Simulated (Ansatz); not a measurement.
# B2H (quartet): one geometry, many settings at distance B1–H3 = 3.233 Å

Aim: run B2H (quartet) at one geometry under a spread of methods and options, and see what each costs and gives.

Method: the settings change from run to run; program: Ansatz 0.2.0, Gaussian basis.

24 further runs of the same task are left out: 2 for a known fault of the program, 17 that didn't finish, 5 set aside as unsound or not needed.

### Step 1. What is computed

The geometry derives from a PBE0/def2-TZVP stationary point (not a proven minimum). One bond is set to the value named and the two fragments are kept rigid.

3 atoms, charge 0, spin multiplicity 4.

Atoms are counted from 1 here; the program's logs count them from 0.

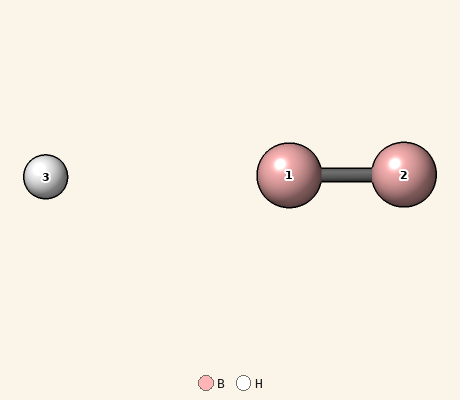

The geometry (boron pink, hydrogen white); atoms are numbered from 1 in the order of the file.

### Step 2. NEVPT2(3,9)/def2-mTZVP

File in.yaml:

```yaml
crystal:
  periodic: [false, false, false]
  atoms:
    - {symbol: B, position_ang: [0.000000, 0.000000, -0.570858]}
    - {symbol: B, position_ang: [0.000000, 0.000000, -2.091285]}
    - {symbol: H, position_ang: [0.000000, 0.000000, 2.662142]}
basis:
  gaussian: {orbitals: def2-mTZVP}
magnetization: {spin_polarized: false, initial_magnetization: 3}
correlation: {method: sc_nevpt2, electrons: valence, active_space: {window: {electrons: 3, orbitals: 9}, states: [{multiplicity: 4, weights: [0.5, 1, 0.5]}]}}
```

The run is started by

```sh
ansatz run in.yaml --threads 1 --pin off --events-out ev --progress --plain --max-ram 2393MiB
```

What it wrote:

```text
Functional definition: HF
  name "HF"
  cite "Fock, Z. Phys. 61, 126 (1930) doi:10.1007/BF01340294"
  parent pbe
  exchange = exact_x
  correlation = 0
679 factors; integrals over basis functions are off by at most 1.6e-7 eV
mean field evaluation 1: about -1348.1287 eV, gradient 7.7e0 eV
mean field evaluation 2: about -1348.1433 eV, gradient 7.7e0 eV
mean field evaluation 4: about -1349.1061 eV, gradient 1.1e0 eV
mean field evaluation 8: about -1349.1240 eV, gradient 3.4e-4 eV
mean field evaluation 16: about -1349.2234 eV, gradient 7.9e-1 eV
mean field evaluation 32: about -1348.1287 eV, gradient 7.7e0 eV
mean field evaluation 64: about -1347.7739 eV, gradient 2.9e-3 eV
mean field evaluation 96: about -1349.1437 eV, gradient 1.9e-6 eV
mean field evaluation 128: about -1349.5314 eV, gradient 6.3e-1 eV
mean field evaluation 160: about -1349.1435 eV, gradient 1.4e-1 eV
mean field evaluation 192: about -1349.1401 eV, gradient 1.1e-1 eV
mean field -1349.55370707 eV, -49.5951839746 hartree, gradient 1.5e-6 eV, S^2 3.750000; 17 other end points of the search recorded, 0 dependent functions left out
reference -1349.55370707 eV, -49.5951839746 hartree; 7, 4 occupied and 34, 37 virtual orbitals, 679 factors
state -1349.48354308 eV, -49.5926054955 hartree
state -1349.43812631 eV, -49.5909364599 hartree
state -1349.40495448 eV, -49.5897174177 hartree
state -1349.48354308 eV, -49.5926054955 hartree; corrected -1352.27600137 eV, -49.6952264447 hartree
state -1349.43812631 eV, -49.5909364599 hartree; corrected -1352.25839764 eV, -49.6945795194 hartree
state -1349.40495448 eV, -49.5897174177 hartree; corrected -1352.91283384 eV, -49.7186296065 hartree
Total energy: -1352.42640762 eV, -49.7007537725 hartree
```

Run time: 16 s. Hardware: 1 thread of Intel Xeon at 2.50GHz, shared host.

From the report: 22 determinants; active occupations (of the averaged states) 1.00, 0.75, 0.74, 0.49, 0.01, 0.01, 0.00, 0.00, 0.00.

### Step 3. CCSDT(Q) on ROHF/6-31G

File in.yaml:

```yaml
crystal:
  periodic: [false, false, false]
  atoms:
    - {symbol: B, position_ang: [0.000000, 0.000000, -0.570858]}
    - {symbol: B, position_ang: [0.000000, 0.000000, -2.091285]}
    - {symbol: H, position_ang: [0.000000, 0.000000, 2.662142]}
basis:
  gaussian: {orbitals: 6-31G}
magnetization: {spin_polarized: false, initial_magnetization: 3}
correlation: {method: ccsdt_q, electrons: valence, diis_vectors: 2}
```

Same command.

What it wrote, cut to the lines that bear on the results:

```text
Functional definition: HF
  name "HF"
  cite "Fock, Z. Phys. 61, 126 (1930) doi:10.1007/BF01340294"
  parent pbe
[...]
440 factors; integrals over basis functions are off by at most 1.1e-7 eV
[...]
mean field -1348.68059040 eV, -49.5630975286 hartree, gradient 4.8e-7 eV, S^2 3.750000; 24 other end points of the search recorded, 0 dependent functions left out
[...]
determinant -1348.68059040 eV, -49.5630975286 hartree, with singles and doubles -1351.29269642 eV, -49.6590906545 hartree
determinant -1348.68053541 eV, -49.5630955077 hartree, with singles and doubles -1351.35821528 eV, -49.6614984282 hartree
determinant -1348.65593671 eV, -49.5621915222 hartree, with singles and doubles -1351.24834896 eV, -49.6574609154 hartree
determinant -1348.65550891 eV, -49.5621758010 hartree, with singles and doubles -1351.35357452 eV, -49.6613278831 hartree
[...]
determinant -1346.28241379 eV, -49.4749661639 hartree, with singles and doubles -1351.88765883 eV, -49.6809551196 hartree
determinant -1346.28241379 eV, -49.4749661639 hartree, with singles and doubles -1352.77082656 eV, -49.7134109352 hartree
unrestricted determinant -1351.01279518 eV, -49.6488044734 hartree, S^2 4.7350
2 core orbitals not correlated: weight in the atoms' cores, before any rotation towards them, 1.000 or more for the frozen orbitals, at most 0.000 for the correlated occupied ones
reference -1347.03217526 eV, -49.5025193895 hartree; 5, 2 occupied and 13, 16 virtual orbitals, 440 factors
second order -3.40697121 eV of doubles, -0.02600502 eV of singles
cycle   1  -5.73389866 eV  change    1.4e-5 eV  update   2.9e-2
[...]
cycle 137  -5.85690832 eV  change   -3.2e-8 eV  update   2.6e-7
perturbative correction -0.01721475 eV, -0.0006326303 hartree
WARN: these amplitudes may be one of several solutions (largest doubles amplitude 0.63, level shift 6.26 eV)
Total energy: -1352.90629832 eV, -49.7183894305 hartree
```

Wall time 18 s (1 thread of Intel Xeon at 2.50GHz, shared host).

From the report: correlation -5.8741 eV; T1 0.150; largest double amplitude 0.63. The report flags that the cluster equations may have other roots.

### Step 4. HF/def2-SVPD

File in.yaml:

```yaml
crystal:
  periodic: [false, false, false]
  atoms:
    - {symbol: B, position_ang: [0.000000, 0.000000, -0.570858]}
    - {symbol: B, position_ang: [0.000000, 0.000000, -2.091285]}
    - {symbol: H, position_ang: [0.000000, 0.000000, 2.662142]}
basis:
  gaussian: {orbitals: def2-SVPD}
magnetization: {spin_polarized: true, initial_magnetization: 3}
hamiltonian: {xc: hf}
output: {orbitals: {seedname: orbitals}}
```

Launched as before.

What it wrote:

```text
Functional definition: HF
  name "HF"
  cite "Fock, Z. Phys. 61, 126 (1930) doi:10.1007/BF01340294"
  parent pbe
  exchange = exact_x
  correlation = 0
484 factors; their error is unknown
mean field evaluation 1: about -1346.8151 eV, gradient 6.4e0 eV
mean field evaluation 2: about -1347.5105 eV, gradient 2.8e0 eV
mean field evaluation 4: about -1347.7989 eV, gradient 1.8e0 eV
mean field evaluation 8: about -1347.7989 eV, gradient 1.8e0 eV
mean field evaluation 16: about -1349.6030 eV, gradient 5.6e-2 eV
mean field evaluation 32: about -1345.8922 eV, gradient 1.4e1 eV
mean field evaluation 64: about -1350.1005 eV, gradient 2.2e0 eV
mean field evaluation 96: about -1347.1170 eV, gradient 3.6e0 eV
mean field evaluation 128: about -1347.6475 eV, gradient 9.4e-4 eV
mean field -1350.22090805 eV, -49.6197031582 hartree, gradient 2.8e-5 eV, S^2 4.733318; 5 other end points of the search recorded, 0 dependent functions left out
reference -1350.22090805 eV, -49.6197031582 hartree; 7, 4 occupied and 41, 44 virtual orbitals, 484 factors
Total energy: -1350.22090805 eV, -49.6197031582 hartree
```

It took 1.3 s on 1 thread of Intel Xeon at 2.50GHz, shared host.

From the report: ⟨S²⟩ of the determinant 4.733 (pure quartet: 3.75). The determinant is far from a pure spin state, so its energy mixes those of several spin states (harmless only where they are near-degenerate, as at dissociation).

### Step 5. CASCI(3,7)/6-31G*

File in.yaml:

```yaml
crystal:
  periodic: [false, false, false]
  atoms:
    - {symbol: B, position_ang: [0.000000, 0.000000, -0.570858]}
    - {symbol: B, position_ang: [0.000000, 0.000000, -2.091285]}
    - {symbol: H, position_ang: [0.000000, 0.000000, 2.662142]}
basis:
  gaussian: {orbitals: "6-31G*"}
magnetization: {spin_polarized: false, initial_magnetization: 3}
correlation: {active_space: {window: {electrons: 3, orbitals: 7}, fixed_orbitals: true, states: [{multiplicity: 4, weights: [0.5, 0.5, 0.5]}]}}
```

Same command.

What it wrote, cut to the lines that bear on the results:

```text
Functional definition: HF
  name "HF"
  cite "Fock, Z. Phys. 61, 126 (1930) doi:10.1007/BF01340294"
  parent pbe
[...]
531 factors; integrals over basis functions are off by at most 1.6e-7 eV
[...]
mean field -1349.02726849 eV, -49.5758377133 hartree, gradient 7.4e-8 eV, S^2 3.750000; 21 other end points of the search recorded, 0 dependent functions left out
reference -1349.02726849 eV, -49.5758377133 hartree; 7, 4 occupied and 25, 28 virtual orbitals, 531 factors
state -1349.03592536 eV, -49.5761558477 hartree
state -1348.71531873 eV, -49.5643737713 hartree
state -1346.91561789 eV, -49.4982359854 hartree
Total energy: -1348.22228733 eV, -49.5462552015 hartree
```

Wall time 2.3 s (1 thread of Intel Xeon at 2.50GHz, shared host).

From the report: 20 determinants; active occupations (of the averaged states) 1.00, 0.67, 0.66, 0.66, 0.00, 0.00, 0.00.

### Step 6. MRCISD+Q(relaxed)(7,5)/6-31G

File in.yaml:

```yaml
crystal:
  periodic: [false, false, false]
  atoms:
    - {symbol: B, position_ang: [0.000000, 0.000000, -0.570858]}
    - {symbol: B, position_ang: [0.000000, 0.000000, -2.091285]}
    - {symbol: H, position_ang: [0.000000, 0.000000, 2.662142]}
basis:
  gaussian: {orbitals: 6-31G}
magnetization: {spin_polarized: false, initial_magnetization: 3}
correlation: {method: fic_mrcisd_q_relaxed, electrons: outside_noble_gas, active_space: {window: {electrons: 7, orbitals: 5}}}
```

Same command.

What it wrote, cut to the lines that bear on the results:

```text
Functional definition: HF
  name "HF"
  cite "Fock, Z. Phys. 61, 126 (1930) doi:10.1007/BF01340294"
  parent pbe
[...]
284 factors; integrals over basis functions are off by at most 1.5e-4 eV
[...]
mean field -1348.68056303 eV, -49.5630965227 hartree, gradient 4.8e-7 eV, S^2 3.750000; 19 other end points of the search recorded, 0 dependent functions left out
reference -1348.68050833 eV, -49.5630945125 hartree; 7, 4 occupied and 13, 16 virtual orbitals, 284 factors
state -1348.68141228 eV, -49.5631277323 hartree
contracted CI cycle   1: correlation 0.00000000 eV, 0.0000000000 hartree, residual 8.58e0 eV
contracted CI cycle   2: correlation -1.99738074 eV, -0.0734023885 hartree, residual 2.51e0 eV
contracted CI cycle   3: correlation -2.27757560 eV, -0.0836993593 hartree, residual 1.93e0 eV
contracted CI cycle   4: correlation -2.43352592 eV, -0.0894304282 hartree, residual 1.04e0 eV
[...]
contracted CI cycle  33: correlation -2.61619139 eV, -0.0961432601 hartree, residual 7.21e-5 eV
contracted CI cycle  34: correlation -2.61619139 eV, -0.0961432601 hartree, residual 5.93e-5 eV
contracted CI cycle  35: correlation -2.61619139 eV, -0.0961432601 hartree, residual 5.15e-5 eV
contracted CI cycle  36: correlation -2.61619139 eV, -0.0961432601 hartree, residual 3.71e-5 eV
contracted CI cycle  37: correlation -2.61619139 eV, -0.0961432601 hartree, residual 2.52e-5 eV
contracted CI cycle  38: correlation -2.61619139 eV, -0.0961432601 hartree, residual 1.58e-5 eV
contracted CI cycle  39: correlation -2.61619139 eV, -0.0961432601 hartree, residual 1.06e-5 eV
state -1348.65596749 eV, -49.5621926533 hartree; corrected -1352.65296692 eV, -49.7090796733 hartree
state -1347.03214248 eV, -49.5025181848 hartree; corrected -1354.59668224 eV, -49.7805098937 hartree
WARN: the results are in doubt because another end's mean lies 1.649 eV lower, and its corrected mean 2.383 eV higher
Total energy: -1354.59668224 eV, -49.7805098937 hartree
In doubt: another end's mean lies 1.649 eV lower, and its corrected mean 2.383 eV higher
```

Wall time 6 s (1 thread of Intel Xeon at 2.50GHz, shared host).

From the report: 3 determinants; active occupations 2.00, 2.00, 1.00, 1.00, 1.00. The program marks this result as in doubt; its last lines say why.

### Step 7. CASSCF(3,6)/6-31G

in.yaml, as its differences from that of step 6:

```diff
@@ -9,2 +9,5 @@
 magnetization: {spin_polarized: false, initial_magnetization: 3}
-correlation: {method: fic_mrcisd_q_relaxed, electrons: outside_noble_gas, active_space: {window: {electrons: 7, orbitals: 5}}}
+correlation: {active_space: {window: {electrons: 3, orbitals: 6}, states: [{multiplicity: 4, weights: [1, 0.5]}]}}
+accuracy: high
+scf: {lower_state_search: off}
+output: {forces: true}
```

The command is unchanged.

What it wrote, cut to the lines that bear on the results:

```text
Functional definition: HF
  name "HF"
  cite "Fock, Z. Phys. 61, 126 (1930) doi:10.1007/BF01340294"
  parent pbe
[...]
454 factors; integrals over basis functions are off by at most 2.8e-9 eV
[...]
mean field -1348.32277366 eV, -49.5499480062 hartree, gradient 2.3e-8 eV, S^2 3.750000; 0 other end points of the search recorded, 0 dependent functions left out
reference -1348.32277366 eV, -49.5499480062 hartree; 7, 4 occupied and 13, 16 virtual orbitals, 454 factors
state -1348.66355302 eV, -49.5624714166 hartree
state -1348.40759134 eV, -49.5530649981 hartree
[...]
Total energy: -1348.57823246 eV, -49.5593359438 hartree
Atom 0 at     0.000000     0.000000    -0.570858 Å, force     0.000000     0.000000     4.763451 eV/Å
Atom 1 at     0.000000     0.000000    -2.091285 Å, force    -0.000000    -0.000000    -4.797934 eV/Å
Atom 2 at     0.000000     0.000000     2.662142 Å, force    -0.000000    -0.000000     0.034483 eV/Å
Dipole moment:     0.000000    -0.000000    -0.003367 e Å
Checks for a lower state left out: stability, starts, cluster_reference, orbital_swaps, neighbouring_geometries, increment
```

Run time: 0.67 s. Hardware: 1 thread of Intel Xeon at 2.50GHz, shared host.

From the report: 20 determinants; active occupations (of the averaged states) 1.00, 0.98, 0.65, 0.33, 0.02, 0.02.

### Step 8. FCI states/STO-3G

File in.yaml:

```yaml
crystal:
  periodic: [false, false, false]
  atoms:
    - {symbol: B, position_ang: [0.000000, 0.000000, -0.570858]}
    - {symbol: B, position_ang: [0.000000, 0.000000, -2.091285]}
    - {symbol: H, position_ang: [0.000000, 0.000000, 2.662142]}
basis:
  gaussian: {orbitals: STO-3G}
magnetization: {spin_polarized: false, initial_magnetization: 3}
correlation: {active_space: {window: {electrons: 7, orbitals: 9}, states: [{multiplicity: 4, weights: [1, 1, 1]}], fixed_orbitals: true}}
```

The command is unchanged.

What it wrote, cut to the lines that bear on the results:

```text
Functional definition: HF
  name "HF"
  cite "Fock, Z. Phys. 61, 126 (1930) doi:10.1007/BF01340294"
  parent pbe
[...]
163 factors; integrals over basis functions are off by at most 3.5e-8 eV
[...]
mean field -1328.93347868 eV, -48.8374045580 hartree, gradient 1.0e-6 eV, S^2 3.750000; 21 other end points of the search recorded, 0 dependent functions left out
reference -1328.93347868 eV, -48.8374045580 hartree; 7, 4 occupied and 4, 7 virtual orbitals, 163 factors
state -1333.28686995 eV, -48.9973887365 hartree
state -1332.92659876 eV, -48.9841490143 hartree
state -1331.54932210 eV, -48.9335350308 hartree
Total energy: -1332.58759694 eV, -48.9716909272 hartree
```

Run time: 2.2 s. Hardware: 1 thread of Intel Xeon at 2.50GHz, shared host.

### Step 9. MP2 on ROHF/cc-pVDZ

File in.yaml:

```yaml
crystal:
  periodic: [false, false, false]
  atoms:
    - {symbol: B, position_ang: [0.000000, 0.000000, -0.570858]}
    - {symbol: B, position_ang: [0.000000, 0.000000, -2.091285]}
    - {symbol: H, position_ang: [0.000000, 0.000000, 2.662142]}
basis:
  gaussian: {orbitals: cc-pVDZ, point_charges: [{charge: 0.50, position_ang: [2.639, 0.521, 0.272]}]}
magnetization: {spin_polarized: false, initial_magnetization: 3}
correlation: {method: mp2, electrons: outside_noble_gas}
```

Launched as before.

What it wrote, cut to the lines that bear on the results:

```text
Functional definition: HF
  name "HF"
  cite "Fock, Z. Phys. 61, 126 (1930) doi:10.1007/BF01340294"
  parent pbe
[...]
308 factors; integrals over basis functions are off by at most 1.3e-3 eV
[...]
mean field -1349.68357351 eV, -49.5999564781 hartree, gradient 1.7e-6 eV, S^2 3.750000; 18 other end points of the search recorded, 0 dependent functions left out
[...]
unrestricted determinant -1350.93471573 eV, -49.6459351068 hartree, S^2 4.6248
2 core orbitals not correlated: weight in the atoms' cores, before any rotation towards them, 1.000 or more for the frozen orbitals, at most 0.000 for the correlated occupied ones
reference -1349.68357351 eV, -49.5999564781 hartree; 5, 2 occupied and 26, 29 virtual orbitals, 308 factors
second order -2.48739284 eV of doubles, -0.04880061 eV of singles
Total energy: -1352.21976696 eV, -49.6931598682 hartree
```

It took 2.2 s on 1 thread of Intel Xeon at 2.50GHz, shared host.

### Step 10. CCSD(T) on ROHF/6-31G

File in.yaml:

```yaml
crystal:
  periodic: [false, false, false]
  atoms:
    - {symbol: B, position_ang: [0.000000, 0.000000, -0.570858]}
    - {symbol: B, position_ang: [0.000000, 0.000000, -2.091285]}
    - {symbol: H, position_ang: [0.000000, 0.000000, 2.662142]}
basis:
  gaussian: {orbitals: 6-31G}
magnetization: {spin_polarized: false, initial_magnetization: 3}
correlation: {method: ccsd_t, electrons: all}
output: {forces: true}
```

The command is unchanged.

What it wrote, cut to the lines that bear on the results:

```text
Functional definition: HF
  name "HF"
  cite "Fock, Z. Phys. 61, 126 (1930) doi:10.1007/BF01340294"
  parent pbe
[...]
284 factors; integrals over basis functions are off by at most 1.5e-4 eV
[...]
mean field -1348.68056303 eV, -49.5630965227 hartree, gradient 4.8e-7 eV, S^2 3.750000; 24 other end points of the search recorded, 0 dependent functions left out
[...]
determinant -1348.68056303 eV, -49.5630965227 hartree, with singles and doubles -1351.35202142 eV, -49.6612708080 hartree
determinant -1348.68050833 eV, -49.5630945125 hartree, with singles and doubles -1351.41845288 eV, -49.6637121189 hartree
determinant -1348.65590218 eV, -49.5621902533 hartree, with singles and doubles -1351.30778877 eV, -49.6596452880 hartree
determinant -1348.65547508 eV, -49.5621745576 hartree, with singles and doubles -1351.41394359 eV, -49.6635464055 hartree
[...]
determinant -1346.28236415 eV, -49.4749643394 hartree, with singles and doubles -1352.82876189 eV, -49.7155400192 hartree
unrestricted determinant -1351.01273406 eV, -49.6488022273 hartree, S^2 4.7350
reference -1347.03214248 eV, -49.5025181848 hartree; 7, 4 occupied and 13, 16 virtual orbitals, 284 factors
second order -3.46848428 eV of doubles, -0.02634265 eV of singles
cycle   1  -5.79193734 eV  change    1.2e-5 eV  update   2.0e-5
[...]
cycle  14  -5.79195577 eV  change   -9.6e-7 eV  update   2.0e-7
perturbative correction -0.10745398 eV, -0.0039488609 hartree
WARN: these amplitudes may be one of several solutions (largest doubles amplitude 0.22, level shift 6.26 eV)
[...]
Total energy: -1352.93155223 eV, -49.7193174943 hartree
Atom 0 at     0.000000     0.000000    -0.570858 Å, force    -0.000000     0.000000     1.324993 eV/Å
Atom 1 at     0.000000     0.000000    -2.091285 Å, force     0.000000    -0.000000    -1.212625 eV/Å
Atom 2 at     0.000000     0.000000     2.662142 Å, force     0.000000     0.000000    -0.112368 eV/Å
Dipole moment:     0.000000    -0.000000     0.020439 e Å
```

Wall time 8.5 s (1 thread of Intel Xeon at 2.50GHz, shared host).

From the report: correlation -5.8994 eV; T1 0.233; largest double amplitude 0.22. The report flags that the cluster equations may have other roots.

### Step 11. The runs in one table

Where basis and cores are those of an earlier FCI/6-31G run (-1352.9054 eV), and the state is the same kind, the miss against it is given. † marks a result that the program doubts.

```tsv
level	correlated	functions	energy (eV)	from FCI (meV)	time
NEVPT2(3,9)/def2-mTZVP (mean of several states)	valence	41	-1352.4264		16 s
CCSDT(Q) on ROHF/6-31G †	valence	20	-1352.9063	-0.9	18 s
HF/def2-SVPD		48	-1350.2209		1.3 s
CASCI(3,7)/6-31G* (mean of several states)		32	-1348.2223		2.3 s
MRCISD+Q(relaxed)(7,5)/6-31G †	outside noble gas	20	-1354.5967	-1691.3	6 s
CASSCF(3,6)/6-31G (mean of several states)		20	-1348.5782		0.67 s
FCI states/STO-3G (several states)	outside noble gas	11	-1332.5876		2.2 s
MP2 on ROHF/cc-pVDZ (beside a point charge)	outside noble gas	33	-1352.2198		2.2 s
CCSD(T) on ROHF/6-31G †	all	20	-1352.9316		8.5 s
```

### Step 12. Outcome

```
quantity                                               value
    runs                                                   9
quickest  CASSCF(3,6)/6-31G (mean of several states), 0.67 s
 slowest                      CCSDT(Q) on ROHF/6-31G †, 18 s
```

What this shows: Total energies in different bases, with other cores or another treatment of relativity can't be set against each other. CCSDT(Q) on ROHF/6-31G † took 27 times as long as CASSCF(3,6)/6-31G (mean of several states); the jobs differ in more than the method. Among the correlated runs with a miss given, it spans -1691 to -1 meV.
